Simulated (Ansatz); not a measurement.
# BCCD(T)/6-31G(d) (spherical functions) run of C3H11AlO (SMILES C[Al-](C)(C)[OH2+])

Aim: the energy change on altering one bond length of C3H11AlO at BCCD(T)/6-31G* (spherical functions), from 2 runs. 

Program for the calculation: Ansatz 0.2.0.

71 further runs of the same task are left out: 2 that didn't finish, 69 set aside as unsound or not needed.

## 1. The system as given

The species is C3H11AlO (16 atoms), meant as a singlet with charge 0. As SMILES, `C[Al-](C)(C)[OH2+]`. Geometry: relaxed at PBE0-D4/def2-TZVP. This is one conformer, not always the lowest.

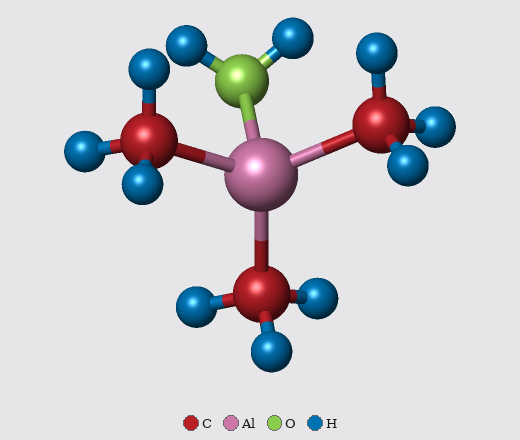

The structure, seen from a chosen angle (carbon red, aluminium pink, oxygen green, hydrogen blue).

## 2. A single-point energy at BCCD(T)/6-31G(d) (spherical functions)

in.yaml

```yaml
crystal:
  periodic: [false, false, false]
  atoms:
    - symbol: C
      position_ang: [-0.637980, 0.723110, -1.712710]
    - symbol: Al
      position_ang: [0.085580, -0.140530, -0.085580]
    - symbol: C
      position_ang: [1.698930, 0.654370, 0.740480]
    - symbol: C
      position_ang: [-0.210750, -2.071140, 0.142530]
    - symbol: O
      position_ang: [-1.268240, 0.678630, 1.227590]
    - symbol: H
      position_ang: [-0.585750, 1.818080, -1.686750]
    - symbol: H
      position_ang: [-0.069050, 0.414640, -2.597260]
    - symbol: H
      position_ang: [-1.679210, 0.445600, -1.917720]
    - symbol: H
      position_ang: [1.843550, 0.343900, 1.782560]
    - symbol: H
      position_ang: [1.707300, 1.750610, 0.717030]
    - symbol: H
      position_ang: [2.601530, 0.334090, 0.207600]
    - symbol: H
      position_ang: [-0.016600, -2.405220, 1.167190]
    - symbol: H
      position_ang: [0.454110, -2.651670, -0.507280]
    - symbol: H
      position_ang: [-1.233710, -2.369370, -0.110180]
    - symbol: H
      position_ang: [-0.808840, 1.221910, 1.877580]
    - symbol: H
      position_ang: [-1.880870, 1.252980, 0.754900]
basis:
  gaussian:
    orbitals: 6-31G_st_-spherical.json
accuracy: high
scf:
  omitted_lower_state_checks: [cluster_reference, increment]
correlation:
  method: bccd_t
  frozen_orbitals: {Al: 5, C: 1, H: 0, O: 1}
```

The basis set 6-31G* is read from a file made from the Basis Set Exchange's data (not shown).

Launch:

```bash
$ ansatz run in.yaml --threads 1 --pin off --max-ram 3480MiB --events-out events.jsonl --progress --plain --runs-dir runs
```

What it wrote, shortened:

```text
Warning: RAYON_NUM_THREADS=1 ignored (pool sized by the plan → 1); use --threads N
Functional definition: HF
  name "HF"
[...]
2389 factors; integrals over basis functions are off by at most 5.8e-9 eV
[...]
mean field -11885.62778897 eV, -436.7887648767 hartree, gradient 3.2e-8 eV, S^2 0.000000; 0 other end points of the search recorded, 0 dependent functions left out
9 core orbitals not correlated: weight in the atoms' cores, before any rotation towards them, 1.000 or more for the frozen orbitals, at most 0.000 for the correlated occupied ones
reference -11885.62778897 eV, -436.7887648767 hartree; 16, 16 occupied and 71, 71 virtual orbitals, 2389 factors
second order -17.32791185 eV of doubles, -0.00000000 eV of singles
cycle   1  -18.46125780 eV  change    -1.1e0 eV  update   8.9e-2
[...]
cycle  19  -19.02090050 eV  change   -2.4e-9 eV  update   2.2e-9
perturbative correction -0.43324968 eV, -0.0159216321 hartree
Total energy: -11905.08193915 eV, -437.5036917094 hartree
Checks for a lower state left out: cluster_reference, increment
```

It took 59 s on 1 thread of Arm Neoverse V1, shared host; peak memory 0.96 GiB.

## 3. The distorted shape, same level

in.yaml

```yaml
crystal:
  periodic: [false, false, false]
  atoms:
    - {symbol: C, position_ang: [-0.434918, 0.600243, -1.909675]}
    - {symbol: Al, position_ang: [0.288642, -0.263397, -0.282545]}
    - {symbol: C, position_ang: [1.901992, 0.531503, 0.543515]}
    - {symbol: C, position_ang: [-0.007688, -2.194007, -0.054435]}
    - {symbol: O, position_ang: [-1.268240, 0.678630, 1.227590]}
    - {symbol: H, position_ang: [-0.382688, 1.695213, -1.883715]}
    - {symbol: H, position_ang: [0.134012, 0.291773, -2.794225]}
    - {symbol: H, position_ang: [-1.476148, 0.322733, -2.114685]}
    - {symbol: H, position_ang: [2.046612, 0.221033, 1.585595]}
    - {symbol: H, position_ang: [1.910362, 1.627743, 0.520065]}
    - {symbol: H, position_ang: [2.804592, 0.211223, 0.010635]}
    - {symbol: H, position_ang: [0.186462, -2.528087, 0.970225]}
    - {symbol: H, position_ang: [0.657172, -2.774537, -0.704245]}
    - {symbol: H, position_ang: [-1.030648, -2.492237, -0.307145]}
    - {symbol: H, position_ang: [-0.808840, 1.221910, 1.877580]}
    - {symbol: H, position_ang: [-1.880870, 1.252980, 0.754900]}
basis:
  gaussian: {orbitals: 6-31G_st_-spherical.json}
correlation: {method: bccd_t, frozen_orbitals: {Al: 5, C: 1, H: 0, O: 1}}
accuracy: high
scf: {omitted_lower_state_checks: [cluster_reference, increment]}
```

The basis set 6-31G* is read from a file made from the Basis Set Exchange's data (not shown).

Launch:

```bash
$ ansatz run in.yaml --threads 1 --pin off --max-ram 3480MiB --events-out events.jsonl --progress --plain --runs-dir runs
```

What it wrote, shortened:

```text
Warning: RAYON_NUM_THREADS=1 ignored (pool sized by the plan → 1); use --threads N
[... 2 set-up lines as earlier in the session ...]
[...]
2369 factors; integrals over basis functions are off by at most 7.2e-9 eV
[...]
mean field -11885.53366319 eV, -436.7853058181 hartree, gradient 3.7e-8 eV, S^2 0.000000; 0 other end points of the search recorded, 0 dependent functions left out
9 core orbitals not correlated: weight in the atoms' cores, before any rotation towards them, 1.000 or more for the frozen orbitals, at most 0.000 for the correlated occupied ones
reference -11885.53366319 eV, -436.7853058181 hartree; 16, 16 occupied and 71, 71 virtual orbitals, 2369 factors
second order -17.30964252 eV of doubles, -0.00000000 eV of singles
cycle   1  -18.44555842 eV  change    -1.1e0 eV  update   9.0e-2
[...]
cycle  20  -19.00996635 eV  change  -4.7e-10 eV  update  7.2e-10
perturbative correction -0.43048388 eV, -0.0158199906 hartree
Total energy: -11904.97411342 eV, -437.4997291867 hartree
Checks for a lower state left out: cluster_reference, increment
```

Wall time 62 s (1 thread of Arm Neoverse V1, shared host); peak memory 0.95 GiB.

## 4. Outcome

At BCCD(T)/6-31G* (spherical functions), 9 core orbitals frozen:

| quantity | value |
| --- | --- |
| first shape: total energy | -437.50369 Eh |
| first shape: correlation energy (9 core orbitals frozen) | -714.9 mEh |
| first shape: (T) correction | -15.92 mEh |
| distorted shape: total energy | -437.49973 Eh |
| distorted shape: correlation energy (9 core orbitals frozen) | -714.4 mEh |
| distorted shape: (T) correction | -15.82 mEh |
| energy change with the Al2–O5 bond stretched from 2.056 to 2.365 Å | 0.108 eV |

In words: With the Al2–O5 bond stretched from 2.056 to 2.365 Å the energy rises by 0.11 eV (2.5 kcal/mol). The first shape isn't relaxed at this level, so the change isn't measured from a minimum. The triples (first shape) make up 2.2 % of the correlation energy. The triples (distorted shape) make up 2.2 % of the correlation energy.
